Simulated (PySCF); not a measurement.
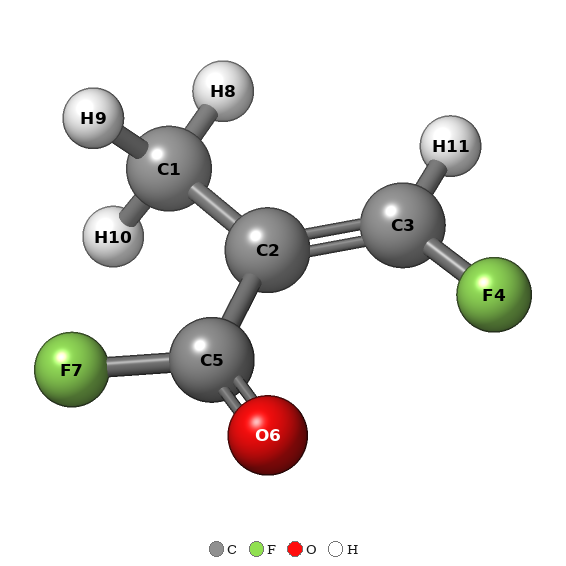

The computed structure is the end point of a GFN2-xTB optimisation. No frequency run is at hand to confirm it as a minimum. Level of theory: B3LYP/pcJ-1 indirect spin-spin coupling, non-relativistic, gas phase (PySCF 2.14.0). Isotopes: 13C, 19F, 1H, 17O.

Give the spin–spin coupling constants of these pairs, with the number of bonds between them: C3/F4, C5/F7, C2/F4, C2/F7, O6/F7, C1/F7, C1/F4, C3/F7, F4/C5.

```csv
pair,bonds apart,J (Hz)
"C3, F4",1,−376.7
"C5, F7",1,−399.3
"C2, F4",2,−6.8
"C2, F7",2,69.6
"O6, F7",2,68.0
"C1, F7",3,−2.0
"C1, F4",3,−1.2
"C3, F7",3,11.6
"F4, C5",3,−5.0
```

Density functionals are unreliable for couplings to fluorine, so those rows may be far off.
